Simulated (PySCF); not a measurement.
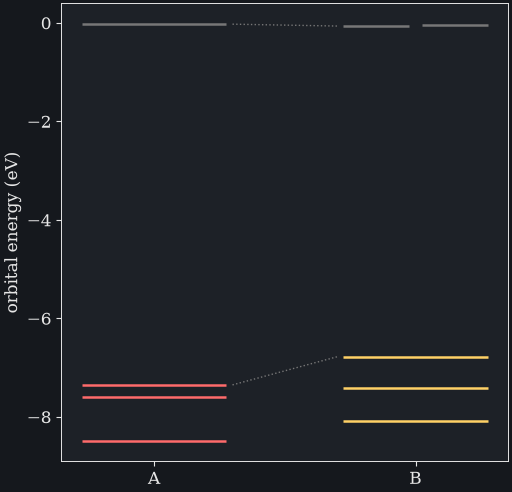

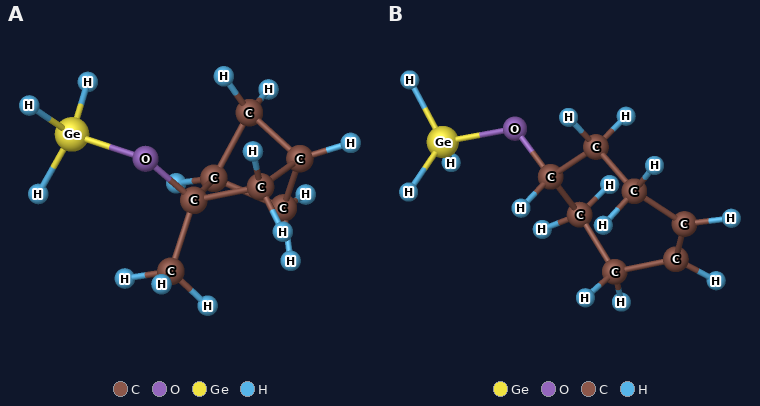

Related molecules: A is C₇H₁₄GeO, SMILES C[C@@]1([O][GeH3])C[C@H]2C[C@@H]1C2, singlet; B is C₇H₁₄GeO, SMILES [GeH3][O]C1CCC=CCC1, singlet. Frontier orbital energies, B3LYP/def2-SVPD in PySCF 2.14.0, at a PBE0-D3(BJ)/def2-SVP geometry (no frequency check); drawn are at most three filled levels and, in grey, the LUMO with any level within 0.03 eV of it; dotted lines join the HOMOs and the LUMOs.

Q: What does the change do to the frontier levels?

A: From A to B the HOMO rises by 0.57 eV and the LUMO hardly moves, so the separation goes from 7.33 to 6.72 eV.

Q: Does the ΔSCF ionisation energy follow the HOMO?

A: A: −ε(HOMO) 7.35, ΔSCF 9.31 eV; B: −ε(HOMO) 6.78, ΔSCF 8.89 eV.

Caveats, for all or some of the runs: one conformer of a flexible molecule.
